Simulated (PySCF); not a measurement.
System: C₃H₁₁NO₃Si.

| atom | x (Å) | y (Å) | z (Å) |
| --- | --- | --- | --- |
| C | 2.6771 | 0.0494 | 0.1620 |
| O | 1.4428 | -0.6139 | -0.0082 |
| Si | -0.0836 | -0.0115 | 0.0793 |
| N | -0.7719 | -0.1613 | 1.6110 |
| O | -0.9652 | -0.9135 | -0.9473 |
| C | -1.5892 | -2.1120 | -0.7257 |
| O | 0.2125 | 1.5835 | -0.2304 |
| C | -0.6113 | 2.5722 | -0.8146 |
| H | 2.8937 | 0.3391 | 1.2171 |
| H | 2.6383 | 0.9963 | -0.3549 |
| H | 3.5510 | -0.4994 | -0.2238 |
| H | -1.7907 | -0.4317 | 1.5912 |
| H | -0.3926 | -0.2890 | 2.5205 |
| H | -1.0847 | -2.6678 | -0.0066 |
| H | -1.4681 | -2.6357 | -1.7199 |
| H | -2.7144 | -2.1170 | -0.6640 |
| H | -0.4539 | 3.4943 | -0.1713 |
| H | -1.7506 | 2.4113 | -0.6627 |
| H | -0.4821 | 2.6421 | -1.8599 |

Geometry: GFN2-xTB, MD frame at 250 fs, 400 K.

Computed with PySCF 2.14.0, PBE0/pcSseg-1, SCF density, gas phase, non-relativistic.

Q: What will maps of the electron density and electron localisation function show?

A: C–O (1.37 Å): ρ at the midpoint is about 2.2 e/Å³, with its minimum of 1.8 e/Å³ about 0.5 Å from C; the ELF peaks at about 0.90 between the atoms (a polar covalent bond).
C–O (1.41 Å): ρ is about 2 e/Å³ halfway, with its minimum of 1.7 e/Å³ about 0.5 Å from C; the ELF peaks at about 0.90 between the atoms (a shared but strongly polarised pair).
C–H (1.04 Å): ρ is about 2.2 e/Å³ halfway; the ELF climbs to about 1 towards the hydrogen, as it does in any bond to H (an ordinary covalent bond to hydrogen).

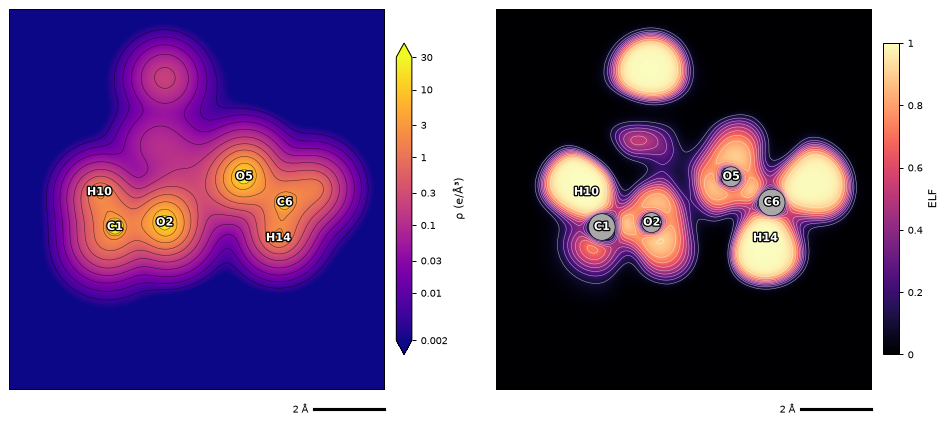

Computed electron density and electron localisation function on the plane of atoms O2, C1 and H10, in this order. Grey discs cover the atomic cores in the ELF map. 
